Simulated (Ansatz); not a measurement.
```xyz
4
charge 0, multiplicity 1
B    -0.5201   -0.3080   -1.9010
Cl   -0.0512    1.2261   -2.5673
Cl    0.5290   -1.6829   -2.0639
Cl   -2.0381   -0.4673   -1.0717
```

Work out the structure from the coordinates.

It has 4 atoms: 1 boron and 3 chlorine (BCl₃). This geometry has D3h symmetry. All atoms lie on one plane. Coordination: 1 B trigonal planar.

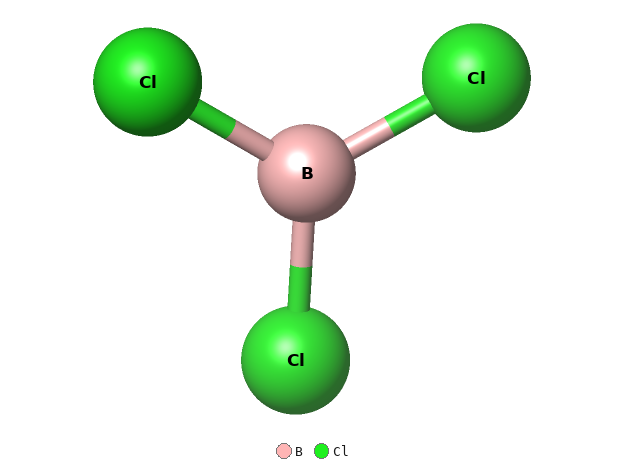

The picture comes from a calculation with Ansatz.
